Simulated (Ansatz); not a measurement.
The calculation's input:

```
crystal:
  periodic: [false, false, false]
  atoms:
    - { symbol: Si, position_ang: [-1.4784, -0.4635, 0.354] }
    - { symbol: C, position_ang: [0.2081, 0.1913, 0.6425] }
    - { symbol: Si, position_ang: [1.4139, -0.713, -0.274] }
    - { symbol: B, position_ang: [0.7817, 1.1901, -0.4841] }
    - { symbol: Br, position_ang: [0.6475, 2.9362, -1.4353] }
    - { symbol: H, position_ang: [-2.4837, 0.6397, 0.7404] }
    - { symbol: H, position_ang: [-1.6916, -0.7301, -1.0785] }
    - { symbol: H, position_ang: [-1.7214, -1.612, 1.1366] }
    - { symbol: H, position_ang: [0.4923, 0.5161, 1.7155] }
    - { symbol: H, position_ang: [2.8588, -0.5602, 0.1511] }
    - { symbol: H, position_ang: [1.0382, -1.4518, -1.4474] }
basis:
  gaussian:
    orbitals: def2-SVPD
hamiltonian:
  xc: b3lyp
  dispersion: d3bj
output:
  orbitals: {}
```

Method: Ansatz 0.2.0, SCF B3LYP, Gaussian basis.

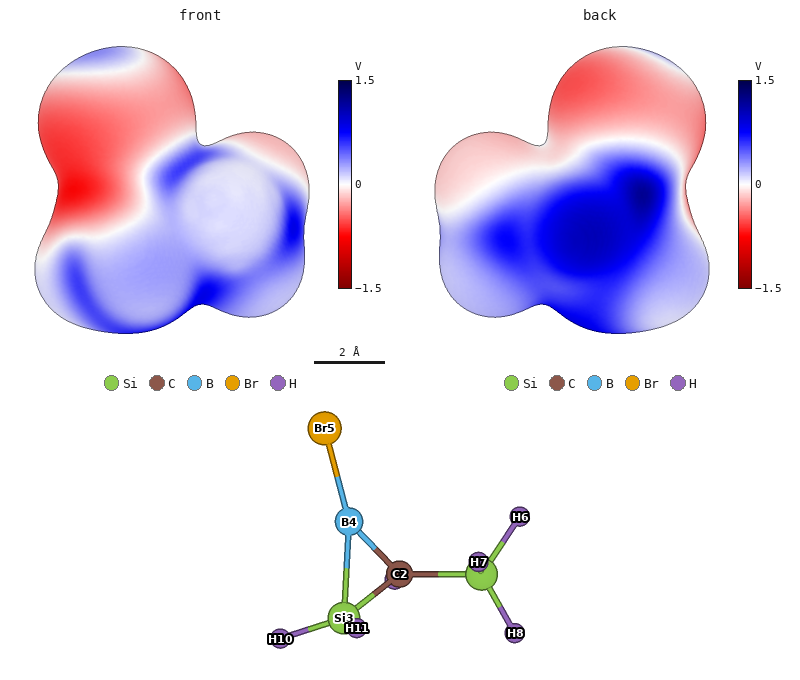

CH6BBrSi2 (SMILES [SiH3]C1[SiH2]B1Br). The electrostatic potential painted on the density surface at 0.001 e/bohr³, seen from the front and from behind; red is negative and blue positive. The bare structure is drawn below in the same view.

Question: Describe the electrostatic potential map.

Answer: The most negative region (about −0.7 V) lies over Br5, the most positive (about +1.1 V) over B4. Br5 shows a σ-hole: about +0.3 V at the tip opposite its bond, against about −0.4 V on its flanks.
